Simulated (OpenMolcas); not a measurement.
# Single-point calculation, with input and output: GeBH5 (part 1 of 2)

The run: single-point calculation of GeBH5. Method and program: CASSCF/ANO-R1, sfX2C (OpenMolcas 26.06).

The geometry comes from this level: PBE0-D4/def2-TZVP.

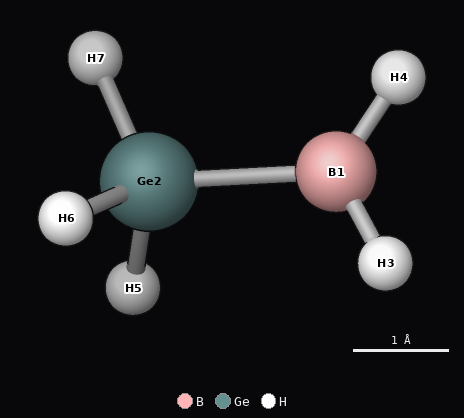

*The structure (ball-and-stick view, seen at a tilt; atoms are numbered from 1 in the order of the input). Sticks mark near contacts.*

Bond lengths as drawn: B–Ge 2.06 Å, B–H 1.19 Å and Ge–H 1.54 Å.

## Input file
```
* BGeH5 CASSCF

&GATEWAY
 Coord=input.xyz
 Basis=ANO-R0
 Group=NoSym

&SEWARD

&RASSCF
 FileOrb=$CurrDir/step1.LocOrb
 Alter=2
 1 19 21
 1 22 26
 Spin=1
 Nactel=2 0 0
 Inactive=20
 Ras2=2
 OrbListing=Nothing
>>> COPY $Project.RunFile RUNFIL1
>>> COPY $Project.RasOrb INPORB

&GATEWAY
 Coord=input.xyz
 Basis=ANO-R1
 Group=NoSym
 RICD

&SEWARD
>>> COPY $Project.RunFile RUNFIL2

&EXPBAS

&RASSCF
 FileOrb=$Project.ExpOrb
 Spin=1
 Nactel=2 0 0
 Inactive=20
 Ras2=2
 OrbListing=Nothing
```

## File input.xyz
```
7

B      0.007500    -1.219800     0.268100
Ge     0.048900     0.786100    -0.183400
H     -1.044400    -1.784600     0.312800
H      0.997700    -1.849300     0.488600
H     -0.601100     1.019700    -1.562200
H     -0.799800     1.566200     0.840700
H      1.452500     1.413700    -0.210300
```

Hardware: 1 thread of AMD EPYC (Zen 5), 16 GiB of memory available, shared host.

Command:
```bash
export MOLCAS_MEM=1860
pymolcas step2.inp > step2.log
```

## What the program printed
```
--- Start Module: gateway ---

                                              &GATEWAY

                       available to each process: 1.9 GB of memory, 1 thread

++    Symmetry information:
      ---------------------

                    Character Table for C1

                             E
                    a        1  x, y, xy, Rz, z, xz, Ry, yz, Rx, I
--

++    Basis set information:
      ----------------------

      Basis set label: B.ANO-R...2S1P.

      Electronic valence basis set:
      ------------------
      Associated Effective Charge   5.000000 au
      Associated Actual Charge      5.000000 au
      Nuclear Model: Finite nucleus - Gaussian distribution
        Gaussian exponent, Xi/bohr**(-2):  7.11787E+08

      Shell  nPrim  nBasis  Cartesian Spherical Contaminant
         s      12       2        X
         p       7       1        X

      Basis set label: GE.ANO-R...4S3P1D.

      Electronic valence basis set:
      ------------------
      Associated Effective Charge  32.000000 au
      Associated Actual Charge     32.000000 au
      Nuclear Model: Finite nucleus - Gaussian distribution
        Gaussian exponent, Xi/bohr**(-2):  2.52356E+08

      Shell  nPrim  nBasis  Cartesian Spherical Contaminant
         s      20       4        X
         p      15       3        X
         d       9       1                 X

      Basis set label: H.ANO-R...1S.

      Electronic valence basis set:
      ------------------
      Associated Effective Charge   1.000000 au
      Associated Actual Charge      1.000000 au
      Nuclear Model: Finite nucleus - Gaussian distribution
        Gaussian exponent, Xi/bohr**(-2):  2.12482E+09

      Shell  nPrim  nBasis  Cartesian Spherical Contaminant
         s       7       1        X
--

++    Molecular structure info:
      -------------------------

                    ************************************************
                    **** Cartesian Coordinates / bohr, angstrom ****
                    ************************************************

     Center  Label                x              y              z                     x              y              z
        1      B1               0.014173      -2.305088       0.506636              0.007500      -1.219800       0.268100
        2      GE2              0.092408       1.485514      -0.346576              0.048900       0.786100      -0.183400
        3      H3              -1.973630      -3.372405       0.591106             -1.044400      -1.784600       0.312800
        4      H4               1.885380      -3.494671       0.923320              0.997700      -1.849300       0.488600
        5      H5              -1.135914       1.926954      -2.952130             -0.601100       1.019700      -1.562200
        6      H6              -1.511403       2.959689       1.588693             -0.799800       1.566200       0.840700
        7      H7               2.744827       2.671506      -0.397409              1.452500       1.413700      -0.210300

                    ***************************************
                    *    InterNuclear Distances / bohr    *
                    ***************************************

               1 B1            2 GE2           3 H3            4 H4            5 H5            6 H6
    1 B1       0.000000
    2 GE2      3.886226        0.000000
    3 H3       2.257800        5.361636        0.000000
    4 H4       2.256136        5.443310        3.875212        0.000000
    5 H5       5.585332        2.914199        6.429580        7.317195        0.000000
    6 H6       5.587138        2.913875        6.426838        7.323907        4.671895        0.000000
    7 H7       5.748065        2.905941        7.731097        6.364331        4.705434        4.705650

               7 H7
    7 H7       0.000000

                    *******************************************
                    *    InterNuclear Distances / angstrom    *
                    *******************************************

               1 B1            2 GE2           3 H3            4 H4            5 H5            6 H6
    1 B1       0.000000
    2 GE2      2.056502        0.000000
    3 H3       1.194776        2.837255        0.000000
    4 H4       1.193896        2.880475        2.050674        0.000000
    5 H5       2.955631        1.542128        3.402387        3.872093        0.000000
    6 H6       2.956586        1.541956        3.400936        3.875645        2.472261        0.000000
    7 H7       3.041745        1.537758        4.091120        3.367859        2.490009        2.490123

               7 H7
    7 H7       0.000000

                    **************************************
                    *    Valence Bond Angles / degree    *
                    **************************************
                          Atom centers                 Phi
                      3 H3       1 B1       4 H4       118.30
                      5 H5       2 GE2      6 H6       106.57
                      5 H5       2 GE2      7 H7       107.89
                      6 H6       2 GE2      7 H7       107.91
--

            Nuclear Potential Energy             94.85136756 au

--- Stop Module: gateway /rc=_RC_ALL_IS_WELL_ ---

--- Start Module: seward ---

                                              &SEWARD

                       available to each process: 1.9 GB of memory, 1 thread

               SEWARD will generate:
                  Multipole Moment integrals up to order  2
                  Kinetic Energy integrals
                  Nuclear Attraction integrals (finite nuclei - Gaussian type)
                  One-Electron Hamiltonian integrals
                  Velocity integrals
                  Relativistic X2C integrals
                  Orbital angular momentum around (  0.0778   0.9462  -0.2255 )
                  Velocity quadrupole around (  0.0778   0.9462  -0.2255 )
                  Atomic mean-field integrals
                  Two-Electron Repulsion integrals

                   Integrals are discarded if absolute value <: 1.00E-14
                   Integral cutoff threshold is set to       <: 1.00E-16

            Nuclear Potential Energy             94.85136756 au

      Basis set specifications :
      Symmetry species         a
      Basis functions           28

--- Stop Module: seward /rc=_RC_ALL_IS_WELL_ ---
--- Module seward spent 1 second ---

--- Start Module: rasscf ---

                                              &RASSCF

                       available to each process: 1.9 GB of memory, 1 thread

      Header of the ONEINT file:
      --------------------------

      OrdInt status: non-squared

      Cartesian coordinates in angstrom:
      -----------------------------------------------------
      No.  Label        X            Y            Z
      -----------------------------------------------------
       1   B1         0.00750000  -1.21980000   0.26810000
       2   GE2        0.04890000   0.78610000  -0.18340000
       3   H3        -1.04440000  -1.78460000   0.31280000
       4   H4         0.99770000  -1.84930000   0.48860000
       5   H5        -0.60110000   1.01970000  -1.56220000
       6   H6        -0.79980000   1.56620000   0.84070000
       7   H7         1.45250000   1.41370000  -0.21030000
      -----------------------------------------------------
      Nuclear repulsion energy =   94.85136756

++    Wave function specifications:
      -----------------------------

      Number of closed shell electrons          40
      Number of electrons in active shells       2
      Max number of holes in RAS1 space          0
      Max nr of electrons in RAS3 space          0
      Number of inactive orbitals               20
      Number of active orbitals                  2
      Number of secondary orbitals               6
      Spin quantum number                      0.0
      State symmetry                             1
--

++    Orbital specifications:
      -----------------------

      Symmetry species                           1
                                                 a
      Frozen orbitals                            0
      Inactive orbitals                         20
      Active orbitals                            2
      RAS1 orbitals                              0
      RAS2 orbitals                              2
      RAS3 orbitals                              0
      Secondary orbitals                         6
      Deleted orbitals                           0
      Number of basis functions                 28
--

++    CI expansion specifications:
      ----------------------------

      Number of CSFs                             3
      Number of spin combinations                3
      Number of determinants                     4
      Number of root(s) required                 1
      Root chosen for geometry opt.              1
      CI root used                               1

      highest root included in the CI            1
      max. size of the explicit Hamiltonian      3
--

++    Optimization specifications:
      ----------------------------

      RASSCF algorithm: Conventional
      Maximum number of macro iterations       200
      Maximum number of SX iterations          100
      Threshold for RASSCF energy            1.000E-08
      Threshold for max MO rotation          1.000E-01
      Threshold for max BLB element          1.000E-04
      Level shift parameter                  5.000E-01
      Make Quasi-Newton update
--

      The MO-coefficients are taken from the file:
      step1.LocOrb
      Title:Localised orbitals

      Total molecular charge    0.00

      Molecular orbitals exchanged:
        In symmetry  1 :  19  21
        In symmetry  1 :  22  26

      ************************************************************************************************************************
      *                                            Wave function control section                                             *
      ************************************************************************************************************************

                                         RASSCF iterations: Energy and convergence statistics
                                         ----------------------------------------------------

          iter iter root      energy       change     param      element    value   shift minimum  type update hh:mm:ss
 Nr of preliminary CI iterations:   1
      Total energies have been shifted. Add                -2000.00 au
        1   1    8    1  -124.22644996    0.00E+00   8.41E-02   20  22 1 -1.92E-03*  0.00   0.00    SX    NO    0:00:00
        2   1    7    1  -124.22758519   -1.14E-03* -3.53E-02   19  21 1  9.87E-04*  0.00   0.00    SX    NO    0:00:00
        3   1    7    1  -124.22776774   -1.83E-04*  2.06E-02   19  22 1  8.08E-04*  0.00   0.00    SX    NO    0:00:00
        4   1    7    1  -124.22783244   -6.47E-05* -1.30E-02   19  22 1  6.00E-04*  0.00   0.00    SX    NO    0:00:00
        5   1    7    1  -124.22786075   -2.83E-05* -1.82E-02   19  22 1  4.16E-04*  0.00   2.50    LS   YES    0:00:00
        6   1    6    1  -124.22788221   -2.15E-05* -8.81E-03   21  23 1 -2.60E-04*  0.00   1.50    LS   YES    0:00:00
        7   1    6    1  -124.22788490   -2.69E-06* -3.22E-03   21  23 1 -3.02E-04*  0.00   1.04    QN   YES    0:00:00
        8   1    6    1  -124.22788618   -1.28E-06* -2.23E-03   21  24 1  1.47E-04*  0.00   1.70    LS   YES    0:00:00
        9   1    6    1  -124.22788644   -2.63E-07* -6.64E-04   21  26 1  4.80E-05   0.00   1.01    QN   YES    0:00:00
       10   1    5    1  -124.22788648   -3.85E-08*  3.90E-04   21  26 1  2.37E-05   0.00   1.54    QN   YES    0:00:00
       11   1    4    1  -124.22788649   -7.73E-09  -5.98E-05   20  22 1  6.28E-06   0.00   1.10    QN   YES    0:00:00
      Convergence after 11 iterations
       12   1    4    1  -124.22788649   -4.34E-10  -5.98E-05   20  22 1  2.92E-06   0.00   1.10    QN   YES    0:00:00

      ************************************************************************************************************************
                                                      Wave function printout:
                       occupation of active orbitals, and spin coupling of open shells (u,d: Spin up or down)
      ************************************************************************************************************************

      Note: transformation to natural orbitals
      has been made, which may change the order of the CSFs.

      printout of CI-coefficients larger than  0.05 for root  1
      energy=   -2124.227886
      conf/sym  11     Coeff  Weight
             1  20   0.99509 0.99021
             3  02  -0.09893 0.00979

      Natural orbitals and occupation numbers for root  1
      sym 1:   1.980425   0.019575

      ************************************************************************************************************************
      *                                                    Final results                                                     *
      ************************************************************************************************************************

++    Final optimization conditions:
      ------------------------------

      Average CI energy                           -2124.22788649
      RASSCF energy for state  1                  -2124.22788649
      Super-CI energy                                -0.00000000
      RASSCF energy change                           -0.00000000
      Max change in MO coefficients               4.720E-05
      Max non-diagonal density matrix element    -5.979E-05
      Maximum BLB matrix element                  2.923E-06
      (orbital pair  20,  22 in symmetry   1)
      Norm of electronic gradient            6.744E-06
--

      Final state energy(ies):
      ------------------------

::    RASSCF root number  1 Total energy:  -2124.22788649
      Von Neumann Entropy (Root   1) =  0.07938

      Mulliken population analysis for root number:  1
      -----------------------------------------------

++    Molecular charges:
      ------------------

      Mulliken charges per centre
      ---------------------------

                B1      GE2     H3      H4      H5      H6      H7
      Total    5.4423 31.8692  0.8125  0.8132  1.0132  1.0241  1.0255

      N-E     -0.4423  0.1308  0.1875  0.1868 -0.0132 -0.0241 -0.0255

      Total electronic charge=   42.000000

      Total            charge=   -0.000000
--

      Expectation values of various properties for root number:  1
      -----------------------------------------------------------

++    Molecular properties:
      ---------------------

      Charge (e):
                      =   -0.0000
      Dipole Moment (debye):
      Origin of the operator (angstrom)=    0.0412    0.5007   -0.1193
                   X=  5.7696E-02               Y= -9.5855E-01               Z=  1.8337E-01           Total=  9.7764E-01
      Quadrupole Moment (debye*angstrom):
      Origin of the operator (angstrom)=    0.0412    0.5007   -0.1193
                  XX= -4.0263E+01              XY= -2.1317E-01              XZ= -1.0392E-01              YY= -4.0648E+01
                  YZ=  5.3665E-01              ZZ= -3.8208E+01
      In traceless form (debye*angstrom)
                  XX= -8.3457E-01              XY= -3.1976E-01              XZ= -1.5588E-01              YY= -1.4125E+00
                  YZ=  8.0497E-01              ZZ=  2.2471E+00
--

      LoProp population analysis for root number:  1
      -----------------------------------------------

++    LoProp analysis:
      ----------------

++    Static properties:
      ------------------

      LoProp Charges per center

                   B1       GE2      H3       H4       H5       H6       H7
      Nuclear      5.0000  32.0000   1.0000   1.0000   1.0000   1.0000   1.0000
      Electronic  -5.3350 -31.9174  -0.8657  -0.8654  -0.9999  -1.0058  -1.0109

      Total       -0.3350   0.0826   0.1343   0.1346   0.0001  -0.0058  -0.0109
--

      Natural Bond Order analysis for root number:  1
```
